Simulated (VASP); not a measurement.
# A VASP study of ZnP2Pd2 (vdW-DF-cx): structure first, properties next, part 2 of 5

Aim: relax ZnP2Pd2, then compute properties on the relaxed cell. The cell is invented: it takes the structure of a Materials Project entry for EuP2Pd2 (space group 139 there), with some of its atoms replaced by other elements, volume scaled by an estimate. It may not be a known or stable phase.

VASP 6.6.1; vdW-DF-cx; plane waves and PAW (Pd, Zn, P); invented cell.

So far. Step 2 (Rough relaxation of the start cell): It ends with a largest force of 0.018 eV/Å and a pressure of 0.31 GPa. The relaxed cell has a = 4.257, c = 8.688 Å (conventional setting).

**3. Relaxing cell and atoms (vdW-DF-cx)**

Properties are meant for the cell that this level of theory prefers, so cell and atoms are relaxed first (ISIF = 3) until forces and stress are small; EDIFFG sets the threshold.

Input file INCAR:

```
SYSTEM = ZnP2Pd2
PREC = Accurate
ENCUT = 400
EDIFF = 1E-06
NELM = 100
ISMEAR = 0
SIGMA = 0.05
LREAL = .FALSE.
ALGO = Normal
GGA = CX
AGGAC = 0
LUSE_VDW = .TRUE.
LASPH = .TRUE.
NBANDS = 27
LORBIT = 11
LWAVE = .FALSE.
LCHARG = .FALSE.
KPAR = 2
IBRION = 2
NSW = 60
ISIF = 3
EDIFFG = -0.01
```

Input file POSCAR:

```
ZnP2Pd2
1.0
   -2.1285361099      2.1285361099      4.3437914161
    2.1285361099     -2.1285361099      4.3437914161
    2.1285361099      2.1285361099     -4.3437914161
Pd Zn P
2 1 2
Direct
    0.2500000000      0.7500000000      0.5000000000
    0.7500000000      0.2500000000      0.5000000000
    0.0000000000      0.0000000000      0.0000000000
    0.3778216430      0.3778216430      0.0000000000
    0.6221783570      0.6221783570      0.0000000000
```

Input file KPOINTS:

```
Automatic mesh
0
Gamma
9 9 9
0 0 0
```

PAW data sets: Pd, Zn and P (PBE family, release 64).

Launch:

```sh
mpirun -np 2 vasp_std
```

What it wrote:

```text
[banner, memory and clock lines left out]
running    2 mpi-ranks, on    1 nodes
 distrk:  each k-point on    1 cores,    2 groups
 distr:  one band on    1 cores,    1 groups

 POSCAR found type information on POSCAR PdZnP
 POSCAR found :  3 types and       5 ions
 [... a notice as in an earlier step ...]

 [... a notice as in an earlier step ...]

 LDA part: xc-table for (Slater+PW92), standard interpolation
 POSCAR, INCAR and KPOINTS ok, starting setup
 FFT: planning ... GRIDC
 FFT: planning ... GRID_SOFT
 FFT: planning ... GRID
 WAVECAR not read
 entering main loop
       N       E                     dE             d eps       ncg     rms          rms(c)
DAV:   1     0.265292679271E+03    0.26529E+03   -0.17440E+04  4050   0.142E+03
DAV:   2     0.532692859119E+01   -0.25997E+03   -0.25079E+03  4183   0.329E+02
DAV:   3    -0.132430560076E+02   -0.18570E+02   -0.18138E+02  4867   0.925E+01
DAV:   4    -0.136440423527E+02   -0.40099E+00   -0.39963E+00  4745   0.132E+01
DAV:   5    -0.136518121393E+02   -0.77698E-02   -0.77677E-02  4886   0.192E+00    0.164E+01
DAV:   6    -0.126875680719E+02    0.96424E+00   -0.50972E+00  5126   0.291E+01    0.949E+00
DAV:   7    -0.125504123270E+02    0.13716E+00   -0.12400E+00  4673   0.103E+01    0.518E+00
DAV:   8    -0.125106039447E+02    0.39808E-01   -0.21784E-01  5036   0.661E+00    0.113E+00
DAV:   9    -0.125068487388E+02    0.37552E-02   -0.20330E-02  5319   0.274E+00    0.282E-01
DAV:  10    -0.125066925636E+02    0.15618E-03   -0.30585E-03  4476   0.403E-01    0.140E-01
DAV:  11    -0.125067051460E+02   -0.12582E-04   -0.35455E-04  4683   0.144E-01    0.547E-02
DAV:  12    -0.125067015407E+02    0.36053E-05   -0.40179E-05  4626   0.665E-02    0.993E-03
DAV:  13    -0.125067015759E+02   -0.35217E-07   -0.31920E-06  4220   0.165E-02
   1 F= -.12506702E+02 E0= -.12504988E+02  d E =-.125067E+02
 curvature:   0.00 expect dE= 0.000E+00 dE for cont linesearch  0.000E+00
 trial: gam= 0.00000 g(F)=  0.664E-05 g(S)=  0.648E-03 ort = 0.000E+00 (trialstep = 0.100E+01)
 search vector abs. value=  0.655E-03
 bond charge predicted
       N       E                     dE             d eps       ncg     rms          rms(c)
DAV:   1    -0.125111503359E+02   -0.44488E-02   -0.94104E-02  4316   0.326E+00    0.475E-01
DAV:   2    -0.125076353485E+02    0.35150E-02   -0.18858E-02  4355   0.176E+00    0.206E-01
DAV:   3    -0.125070822250E+02    0.55312E-03   -0.14452E-03  5041   0.404E-01    0.114E-01
DAV:   4    -0.125069166734E+02    0.16555E-03   -0.45916E-04  4483   0.152E-01    0.382E-02
DAV:   5    -0.125068979136E+02    0.18760E-04   -0.29790E-05  4991   0.738E-02    0.184E-02
DAV:   6    -0.125068942698E+02    0.36438E-05   -0.11046E-05  5669   0.271E-02    0.678E-03
DAV:   7    -0.125068942586E+02    0.11229E-07   -0.16469E-06  2987   0.984E-03
   2 F= -.12506894E+02 E0= -.12505074E+02  d E =-.192683E-03
[... from here on, the cycles between the ionic steps are left out ...]
   3 F= -.12506919E+02 E0= -.12505129E+02  d E =-.217000E-03
   4 F= -.12506919E+02 E0= -.12505121E+02  d E =-.217326E-03
   5 F= -.12507209E+02 E0= -.12505275E+02  d E =-.290184E-03
   6 F= -.12508002E+02 E0= -.12505810E+02  d E =-.108316E-02
   7 F= -.12509794E+02 E0= -.12507492E+02  d E =-.287480E-02
   8 F= -.12513641E+02 E0= -.12512561E+02  d E =-.672213E-02
   9 F= -.12513257E+02 E0= -.12511850E+02  d E =-.633798E-02
  10 F= -.12513827E+02 E0= -.12512667E+02  d E =-.690792E-02
  11 F= -.12511939E+02 E0= -.12510875E+02  d E =0.188755E-02
 trial-energy change:    0.001888  1 .order    0.001818   -0.000550    0.004185
 step:   0.5000(harm=  0.5396)  dis= 0.00008  next Energy=   -12.513856 (dE=-0.295E-04)
 bond charge predicted
       N       E                     dE             d eps       ncg     rms          rms(c)
DAV:   1    -0.125421591450E+02   -0.30220E-01   -0.43293E-01  4278   0.766E+00    0.116E+00
DAV:   2    -0.125181627173E+02    0.23996E-01   -0.15350E-01  4344   0.447E+00    0.507E-01
DAV:   3    -0.125146038212E+02    0.35589E-02   -0.11311E-02  4452   0.125E+00    0.245E-01
DAV:   4    -0.125139547386E+02    0.64908E-03   -0.18631E-03  4441   0.233E-01    0.869E-02
DAV:   5    -0.125138627884E+02    0.91950E-04   -0.10130E-04  5671   0.146E-01    0.411E-02
DAV:   6    -0.125138459117E+02    0.16877E-04   -0.51424E-05  5856   0.847E-02    0.115E-02
DAV:   7    -0.125138472358E+02   -0.13241E-05   -0.15197E-05  4248   0.453E-02    0.544E-03
DAV:   8    -0.125138469358E+02    0.30000E-06   -0.10851E-06  2109   0.220E-02
  12 F= -.12513847E+02 E0= -.12512699E+02  d E =-.201158E-04
 curvature:  -0.28 expect dE=-0.243E-05 dE for cont linesearch -0.156E-05
 trial: gam= 0.00000 g(F)=  0.593E-06 g(S)=  0.817E-05 ort =-0.261E-04 (trialstep = 0.382E+01)
 search vector abs. value=  0.877E-05
 reached required accuracy - stopping structural energy minimisation
```

The job ended after 12 min (2 MPI ranks of Intel Xeon 6975P-C (Granite Rapids), shared host; peak memory 1.1 GiB; 23 min of CPU time).

Parts of OUTCAR (step 3):

```text
  LATTYP: Found a body centered tetragonal cell.
 ALAT       =     4.2570722198
 C/A-ratio  =     2.0407412380

The static configuration has the point symmetry D_4h.

 Found     75 irreducible k-points:

   k-points           NKPTS =     75   k-points in BZ     NKDIM =     75   number of bands    NBANDS=     27

   dimension x,y,z NGX =    36 NGY =   36 NGZ =   36
   dimension x,y,z NGXF=    72 NGYF=   72 NGZF=   72

   ENCUT  =  400.0 eV  29.40 Ry    5.42 a.u.   8.62  8.62  8.62*2*pi/ulx,y,z

   NELECT =      42.0000    total number of electrons

 E-fermi :   8.0977

 k-point     1 :       0.0000    0.0000    0.0000
  band No.  band energies     occupation
    ...
     17       5.1446      2.00000
     18       5.9091      2.00000
     19       6.6095      2.00000
     20       6.6095      2.00000
     21       7.8316      2.00000
     22       8.1252      0.43683
     23       8.1252      0.43683
     24      10.3911      0.00000
     25      11.2658      0.00000
     26      11.8308      0.00000
    ...

 k-point     2 :       0.1111    0.0000    0.0000
  band No.  band energies     occupation
    ...
     18       5.5913      2.00000
     19       6.0927      2.00000
     20       6.9287      2.00000
     21       7.9495      1.99997
     22       8.0408      1.89257
     23       8.1894      0.00951
     24      10.6122      0.00000
     25      10.9469      0.00000
     26      12.1605      0.00000
     27      12.2605      0.00000

Total vdW correction in eV:      7.3379284

  Total        0.0191114      0.0191114      0.0107925      0.0000000      0.0000000      0.0000000
  in kB        0.3886755      0.3886755      0.2194907      0.0000000      0.0000000      0.0000000
  external PRESSURE =       0.3322806 kB  Pullay stress =       0.0000000 kB

  energy-cutoff  :      400.00
  volume of cell :       78.78
      direct lattice vectors                 reciprocal lattice vectors
    -2.163427044  2.163427044  4.207965280     0.000000000  0.231114796  0.118822273
     2.163427044 -2.163427044  4.207965280     0.231114796  0.000000000  0.118822273
     2.163427044  2.163427044 -4.207965280     0.231114796  0.231114796  0.000000000

 POSITION                                       TOTAL-FORCE (eV/Angst)
 -----------------------------------------------------------------------------------
      2.16343      0.00000      2.10398         0.000000      0.000000     -0.000000
      0.00000      2.16343      2.10398         0.000000      0.000000     -0.000000
      2.16343      2.16343     -4.20797         0.000000      0.000000     -0.000000
      0.00000      0.00000      3.14562        -0.000000     -0.000000      0.002480
      0.00000      0.00000      5.27031        -0.000000     -0.000000     -0.002480
 -----------------------------------------------------------------------------------
    total drift:                               -0.000000      0.000000     -0.000000

  FREE ENERGIE OF THE ION-ELECTRON SYSTEM (eV)
  ---------------------------------------------------
  free  energy   TOTEN  =       -12.5138469358 eV

  energy  without entropy=      -12.5115517213  energy(sigma->0) =      -12.51269933

Total vdW correction in eV:      7.3379322

 total charge
# of ion       s       p       d       tot
------------------------------------------
    1        0.487   0.589   8.592   9.668
    2        0.487   0.589   8.592   9.668
    3        0.576   0.242   9.761  10.579
    4        1.036   1.400   0.000   2.436
    5        1.036   1.400   0.000   2.436
--------------------------------------------------
tot          3.622   4.221  26.944  34.788

[... 2 parts as in an earlier step ...]

[... 7 further parts left out ...]
```

CONTCAR:

```
ZnP2Pd2
   1.00000000000000
    -2.1634270441603682    2.1634270441603682    4.2079652804733714
     2.1634270441603682   -2.1634270441603682    4.2079652804733714
     2.1634270441603682    2.1634270441603682   -4.2079652804733714
  Pd              Zn              P
     2     1     2
Direct
     0.2500000000000000    0.7500000000000000    0.5000000000000000
     0.7500000000000000    0.2500000000000000    0.5000000000000000
     0.0000000000000000    0.0000000000000000    1.0000000000000000
     0.3737700177905404    0.3737700177905404    0.0000000000000000
     0.6262299822094596    0.6262299822094596    0.0000000000000000
```

The steps of the relaxation:

| step | energy less that of the first step (eV) | largest force (eV/Å) | pressure (GPa) | volume (Å³) |
| --- | --- | --- | --- | --- |
| 1 | 0.0000 | 0.0083 | 0.20 | 78.72 |
| 2 | -0.0002 | 0.0555 | -0.17 | 78.95 |
| 3 | -0.0002 | 0.0371 | -0.05 | 78.88 |
| 4 | -0.0002 | 0.0425 | -0.12 | 78.90 |
| 5 | -0.0005 | 0.0418 | -0.10 | 78.90 |
| 6 | -0.0013 | 0.0431 | -0.07 | 78.90 |
| 7 | -0.0031 | 0.0504 | -0.04 | 78.89 |
| 8 | -0.0069 | 0.0185 | -0.10 | 78.84 |
| 9 | -0.0066 | 0.0139 | -0.12 | 78.86 |
| 10 | -0.0071 | 0.0061 | -0.13 | 78.85 |
| 11 | -0.0052 | 0.0326 | 0.99 | 78.20 |
| 12 | -0.0071 | 0.0025 | 0.03 | 78.78 |

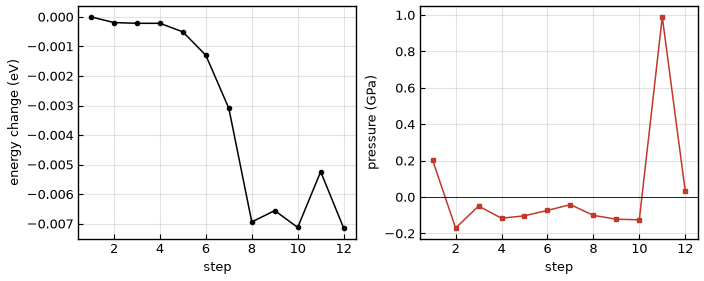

Energy and pressure along the relaxation.

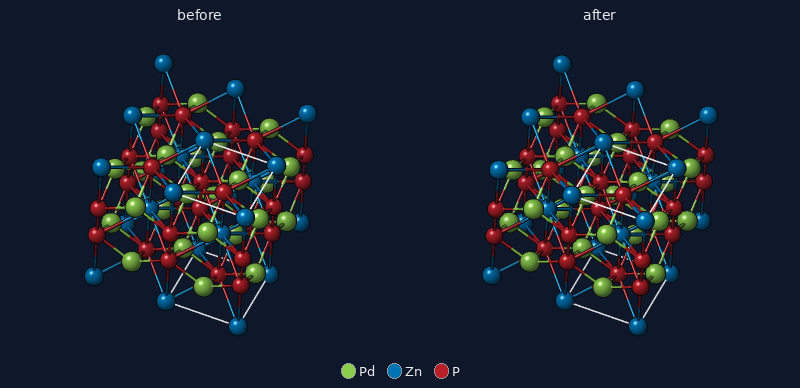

Before and after, at one scale.

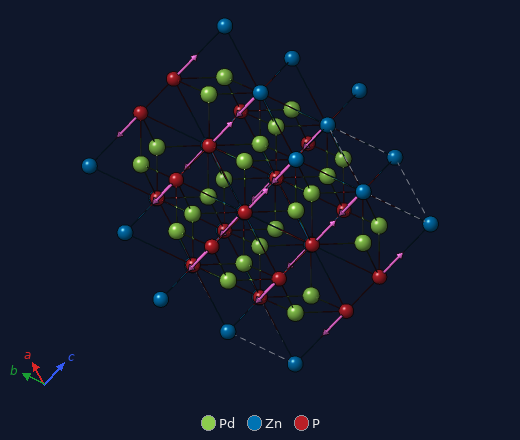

Displacements in the relaxation, exaggerated, measured against the changing cell; the longest in the cell stands for 0.03 Å. 2×2×1 conventional cells are drawn. Some periodic images of atoms are drawn too.

```
conventional cell, symmetrised  before  after  change
                         a (Å)   4.257  4.327  +1.6 %
                         b (Å)   4.257  4.327  +1.6 %
                         c (Å)   8.688  8.416  -3.1 %
              volume (Å³/atom)   15.74  15.76  +0.1 %
```

The atoms that moved most (Å, as changes of fractional coordinates times the final cell):

```csv
atom,dx,dy,dz,length
P4,0.000,0.000,-0.034,0.034
P5,0.000,0.000,0.034,0.034
```

Final coordinates:

```
Pd Zn P
1.0
    -2.16343    2.16343    4.20797
     2.16343   -2.16343    4.20797
     2.16343    2.16343   -4.20797
Pd Zn P
2 1 2
Direct
  0.25000 0.75000 0.50000
  0.75000 0.25000 0.50000
  0.00000 0.00000 0.00000
  0.37377 0.37377 0.00000
  0.62623 0.62623 0.00000
```

This step gave:

```
irreducible k-points            : 75
free energy (TOTEN)             : -12.51 eV
energy at zero smearing         : -12.51 eV
Fermi energy                    : 8.098 eV
pressure                        : 0.03323 GPa
SCF cycles over all ionic steps : 87
```

It ends with a largest force of 0.002 eV/Å and a pressure of 0.03 GPa.

(Part 2 of 5 ends here.)

[Lines on the potential files, build, host, timing and source positions are cut from VASP's logs without a mark.]

[Logs are printed without paths, hosts, clocks, repeated set-up lines and the standing remarks that a program may print on its own settings, such as how far it seeks lower states.]

[Hosts, paths, dates, database ids (printed as entryN), source tags and the programs' standing remarks are cut or masked in the printed files.]

[A measured line is paired with the nearest computed mode of its activity, which favours agreement.]
